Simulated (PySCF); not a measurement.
# C$_{2}$H$_{6}$BFN, doublet, SMILES `N[B]CCF`: electronic structure

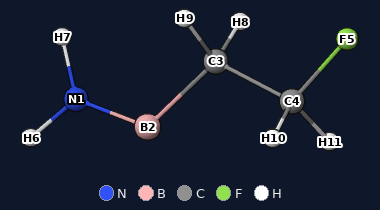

The molecule, with its atoms numbered as below. No frequency check shows the geometry to be a minimum.

Cartesian coordinates (Å):

```
N1      -2.6017    0.0925   -0.0025
B2      -1.3761   -0.5263    0.0044
C3      -0.0265    0.3099    0.0045
C4       1.2531   -0.5104   -0.0014
F5       2.3653    0.3125   -0.0010
H6      -3.4889   -0.3851   -0.0026
H7      -2.7284    1.1006   -0.0076
H8      -0.0068    0.9677   -0.8732
H9      -0.0037    0.9600    0.8826
H10      1.3380   -1.1385    0.8885
H11      1.3349   -1.1307   -0.9021
```

## 1. Bonding charge

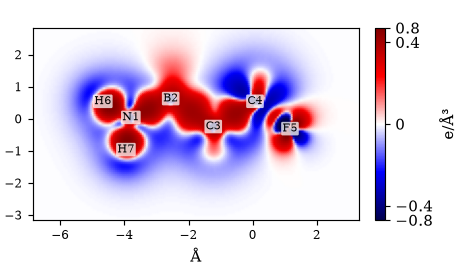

Deformation density (molecule less spherical, spin-averaged free atoms) in the plane of N1, B2, C3, C4, F5, H6 and H7; colour scale in e/Å³, logarithmic beyond ±0.1; red: gain, blue: loss.

Method: PBE0/aug-cc-pVDZ; geometry: GFN2-xTB; program: PySCF. The stability of the open-shell solution wasn't checked. GFN2-xTB doesn't know the spin state, so this open-shell geometry is rough.

**How much density has each bond in this plane gained at its critical point, relative to the free atoms?**

N1–H6: +0.86 e/Å³ at the bond critical point (bond length 1.01 Å). N1–H7: +0.82 e/Å³ at the bond critical point (bond length 1.02 Å). C3–C4: +0.48 e/Å³ at the bond critical point (bond length 1.52 Å). N1–B2: +0.40 e/Å³ at the bond critical point (bond length 1.37 Å). B2–C3: +0.39 e/Å³ at the bond critical point (bond length 1.59 Å). C4–F5: −0.14 e/Å³ at the bond critical point (bond length 1.38 Å); up to 0.6 Å beside the axis the gain reaches +0.17 e/Å³. In all, 2.5 electrons gather in the regions of gain relative to the promolecule. A small or negative value marks a very polar bond, one between electron-rich atoms, whose free-atom densities already overlap strongly, a long bond to a heavier atom, or a closed-shell contact such as a hydrogen bond.

## 2. Local ionisation energy

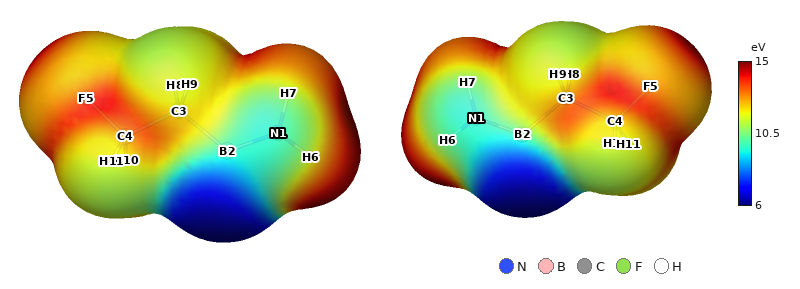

Average local ionisation energy on the surface of electron density 0.001 a.u. (back view left, front view right).

**Where are the most loosely bound electrons on this surface?**

The lowest value is 6.0 eV, 2.3 Å from B2. Further minima include 11.0 eV, 1.3 Å from H8; 12.3 eV, 1.7 Å from F5. For comparison, the highest occupied orbital lies at −5.7 eV.

**What volume does the surface enclose, and what is the dipole moment?**

About 108 Å³; the dipole moment is 3.2 D.

## 3. Spin density

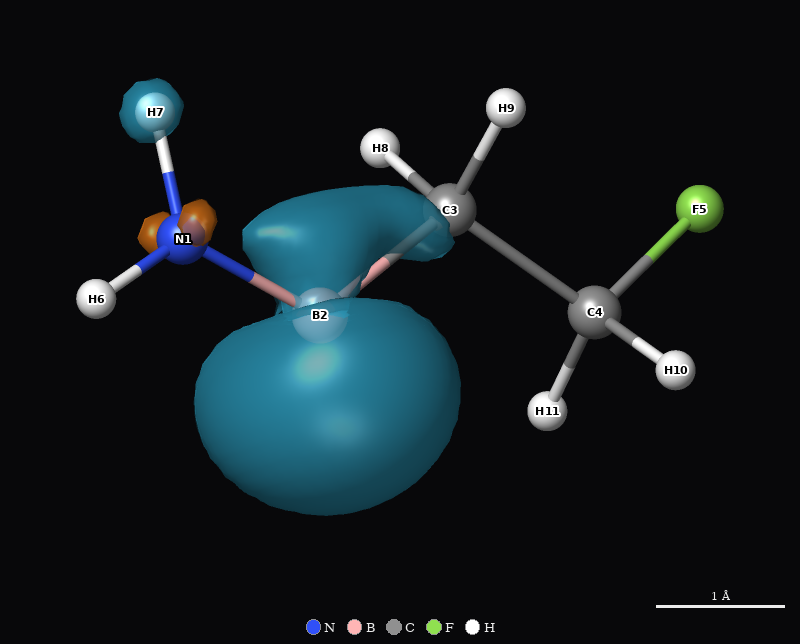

Spin density ρα − ρβ at ±0.05 e/Å³ (light blue: excess α, orange: excess β).

**Where is the unpaired spin?**

Hirshfeld spin populations: B2 +0.77, C3 +0.07 and N1 +0.05. ⟨S²⟩ = 0.75, as for a pure state.

## 4. Removing or adding an electron

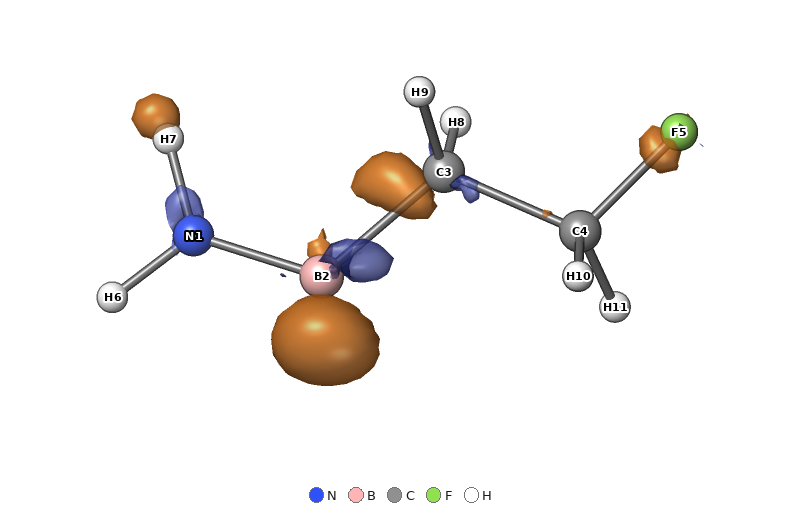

Fukui function f⁺ = ρ(N+1) − ρ(N) at fixed geometry, surfaces at ±0.04 e/Å³ (orange positive, blue negative).

PySCF calculation, BLYP/def2-SVPD, gas phase; geometry: GFN2-xTB. GFN2-xTB doesn't know the spin state, so this open-shell geometry is rough.

**On which atoms does the density change most on addition of an electron?**

f⁺ (Hirshfeld-condensed) is largest on B2 (0.45); the vertical electron affinity is 0.03 eV (to the singlet anion, which needn't be its lowest state; the anion's highest orbital has positive energy, so this value and f⁺ depend on the basis). Condensed values hint at sites of nucleophilic attack but needn't mark the atom that reacts. Orbital relaxation makes it negative in places (0.13 e in all).

The PySCF runs shown took 48 s and 83 s on 1 thread of Arm Neoverse V1, with other jobs on the host.
